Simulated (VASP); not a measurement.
Band structure of HfMo2 (space group Fd-3m). All values below come from PBEsol GGA, VASP's PBE PAW potentials (set 64) (plane waves; VASP).

Unless said otherwise, spin-orbit coupling is left out, though it shifts the bands of the heavy elements here.

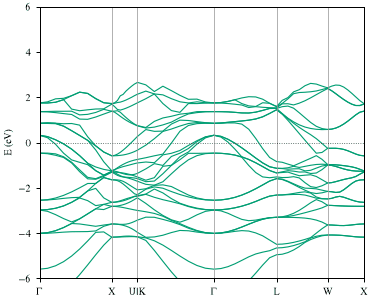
Figure: Bands along high-symmetry lines, zero at the valence-band maximum or, without a gap, the Fermi level

Problem. Read the plot: is there a gap, and where are the band edges?

Solution. It has no gap at this level: it comes out as a metal or semimetal.

The structure comes from a measured HfMo2 entry of the Crystallography Open Database, whose conditions weren't checked. The cell was not relaxed at this level.
